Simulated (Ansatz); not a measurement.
```yaml
atoms:
  - { symbol: Ge, position_ang: [-1.1014, -0.0391, 0.2434] }
  - { symbol: H, position_ang: [2.3148, -1.4470, -1.1448] }
  - { symbol: H, position_ang: [-0.8224, -0.3367, -1.2373] }
  - { symbol: H, position_ang: [-2.4279, 0.7231, 0.3846] }
  - { symbol: H, position_ang: [-1.1321, -1.3346, 1.0612] }
  - { symbol: H, position_ang: [2.1657, -0.8786, -0.6823] }
  - { symbol: S, position_ang: [0.5659, 1.1463, 1.1196] }
  - { symbol: H, position_ang: [0.4374, 2.1666, 0.2557] }
```

The product side of a reaction path; geometry: PBE0-D4/def2-TZVP.

Computed with Ansatz, RKS PBE0-D4/def2-TZVPP.

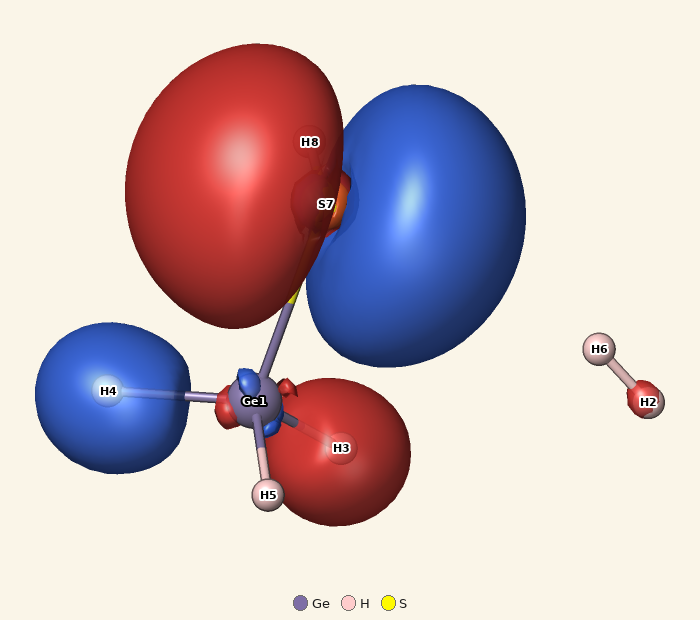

GeH4S···H2. The HOMO at ±0.08 Å⁻³ᐟ² (blue and red are the two phases), seen across its widest extent.

Describe this orbital and give its energy.

Answer. Its weight (Hirshfeld) is mainly on S7 (about 80 %) and Ge1 (about 10 %); largely a lone pair of S7. Its energy is −7.36 eV.
